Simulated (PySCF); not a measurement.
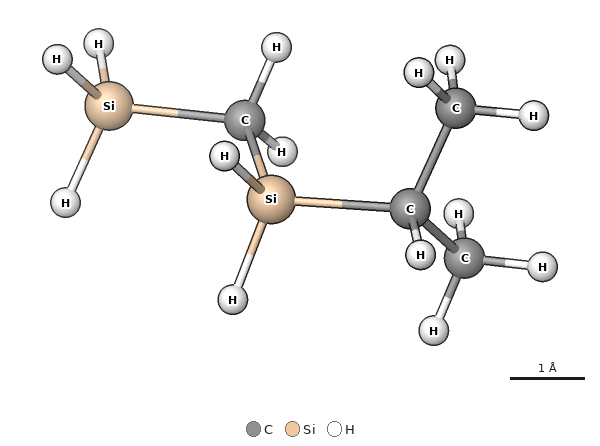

*The structure (ball-and-stick view, seen at a tilt).*

# NMR shielding calculation, with input and output: C4H14Si2 (charge +2)

C4H14Si2, charge +2, computed with common gauge origin B3LYP/cc-pVDZ NMR shielding, non-relativistic, gas phase (PySCF 2.14.0).

Some settings of this run were made unusual or wrong on purpose. The geometry comes from this level: GFN2-xTB.

## Input
```
{"job": {"kind": "nmr", "xc": "B3LYP", "basis": "cc-pVDZ", "pop": false, "gauge": [10, 10, 10], "scf": {"max_cycle": 96}}, "charge": 2, "multiplicity": 1}
C     -1.864418    -1.374878    -0.076463
C     -1.576626     0.033818     0.436317
C     -1.966264     1.063249    -0.621358
Si     0.243572     0.234363     0.993638
C      1.438173    -0.042748    -0.456379
Si     3.276045     0.129428    -0.019057
H     -2.919214    -1.487482    -0.326934
H     -1.283999    -1.581503    -0.973697
H     -1.610857    -2.120622     0.674028
H     -2.212290     0.202970     1.312329
H     -1.787543     2.074733    -0.262785
H     -1.387165     0.915289    -1.530924
H     -3.021614     0.973447    -0.878430
H      0.508672    -0.745312     2.056920
H      0.412951     1.591796     1.531545
H      1.271684    -1.036628    -0.872701
H      1.202756     0.662155    -1.254177
H      3.544611     1.478708     0.480245
H      3.638252    -0.852901     1.003610
H      4.088126    -0.107204    -1.218762
```

The first line tells a small driver script what to run in PySCF; the rest is the geometry in Å.

Hardware: 1 CPU thread, shared host.

Launch command:
```bash
OMP_NUM_THREADS=1 python <driver script> task.json out
```

## What the program printed
```
final grid: 143896 points
cycle   1  E = -738.8470601177  dE =  1.098e+00  |g| = 5.772e-01  |ddm| = 7.676e+00
cycle   2  E = -737.9892565124  dE =  8.578e-01  |g| = 1.407e+00  |ddm| = 4.888e+00
cycle   3  E = -738.8895123485  dE = -9.003e-01  |g| = 3.915e-01  |ddm| = 4.614e+00
cycle   4  E = -738.7931245215  dE =  9.639e-02  |g| = 5.532e-01  |ddm| = 2.878e+00
cycle   5  E = -738.9542729550  dE = -1.611e-01  |g| = 1.369e-01  |ddm| = 2.391e+00
cycle   6  E = -738.9615055446  dE = -7.233e-03  |g| = 9.606e-02  |ddm| = 9.698e-01
cycle   7  E = -738.9659302213  dE = -4.425e-03  |g| = 3.928e-02  |ddm| = 2.465e-01
cycle   8  E = -738.9662208880  dE = -2.907e-04  |g| = 2.803e-02  |ddm| = 4.007e-02
cycle   9  E = -738.9664722729  dE = -2.514e-04  |g| = 1.941e-02  |ddm| = 5.150e-02
cycle  10  E = -738.9666329418  dE = -1.607e-04  |g| = 6.814e-03  |ddm| = 3.774e-02
cycle  11  E = -738.9666541071  dE = -2.117e-05  |g| = 2.285e-03  |ddm| = 1.591e-02
cycle  12  E = -738.9666580536  dE = -3.947e-06  |g| = 4.458e-04  |ddm| = 1.472e-02
cycle  13  E = -738.9666590092  dE = -9.556e-07  |g| = 5.352e-04  |ddm| = 8.619e-03
cycle  14  E = -738.9666577777  dE =  1.232e-06  |g| = 4.185e-04  |ddm| = 1.119e-02
cycle  15  E = -738.9666563409  dE =  1.437e-06  |g| = 3.713e-04  |ddm| = 2.162e-02
cycle  16  E = -738.9666561739  dE =  1.670e-07  |g| = 2.226e-04  |ddm| = 1.136e-02
cycle  17  E = -738.9666561974  dE = -2.351e-08  |g| = 1.798e-04  |ddm| = 3.251e-03
cycle  18  E = -738.9666562182  dE = -2.075e-08  |g| = 4.495e-05  |ddm| = 1.317e-03
cycle  19  E = -738.9666562166  dE =  1.588e-09  |g| = 1.050e-05  |ddm| = 1.131e-03
cycle  20  E = -738.9666562166  dE = -1.728e-11  |g| = 4.403e-06  |ddm| = 2.033e-04
converged SCF energy = -738.9666562166

GIAO shielding tensors (ppm)
atom      isotropic    diamagn.    paramagn.     s11        s22        s33       span
  0 C      125.845    -402.007     527.853   -909.484    -23.860   1310.881   2220.365
  1 C     1050.184     317.635     732.549  -1948.874    243.798   4855.628   6804.502
  2 C      316.999     117.473     199.526   -611.038    272.387   1289.648   1900.687
  3 Si    8563.359    1381.846    7181.513  -2835.162    656.084  27869.155  30704.317
  4 C     6771.879     149.045    6622.834   -276.412    137.328  20454.721  20731.133
  5 Si   15161.419    1240.480   13920.939    692.386   3040.285  41751.586  41059.200
  6 H     -408.740   -1298.736     889.996   -677.692   -648.752    100.225    777.917
  7 H     -337.943    -796.579     458.635   -620.167   -529.368    135.705    755.872
  8 H     -115.730    -304.970     189.240   -454.548   -278.617    385.975    840.523
  9 H      -79.559     167.755    -247.314   -527.671   -153.458    442.452    970.123
 10 H      256.241     800.369    -544.128    -90.679    290.992    568.410    659.089
 11 H     -191.760    -399.608     207.848   -509.255   -293.014    226.990    736.246
 12 H     -308.861    -991.330     682.469   -599.419   -481.597    154.433    753.851
 13 H      204.890     415.934    -211.043   -473.341    186.381    901.632   1374.973
 14 H      780.768    1338.654    -557.886     67.551   1044.610   1230.142   1162.591
 15 H     -206.145   -1050.923     844.778   -826.008   -731.351    938.926   1764.934
 16 H      119.405    -195.032     314.437   -334.540   -122.416    815.172   1149.712
 17 H      855.935    1264.315    -408.381    232.901   1111.313   1223.590    990.690
 18 H      284.837     389.996    -105.159   -370.475    257.502    967.483   1337.959
 19 H     -193.170    -227.028      33.859   -746.947   -314.241    481.679   1228.626
```

## What the run reported

- outcome: converged
- total energy: −738.966656 hartree
- HOMO: −17.72 eV
- LUMO: −17.18 eV
- isotropic shielding, C: 125.8 to 6771.9 ppm
- isotropic shielding, Si: 8563.4 to 15161.4 ppm
- isotropic shielding, H: −408.7 to 855.9 ppm
- wall time: 12 s
- peak memory: 0.72 GiB

## What went wrong

Some settings of this run were drawn to be unusual or wrong; see gauge = [10, 10, 10]. It converged; results that depend on the unusual settings are not reference values.
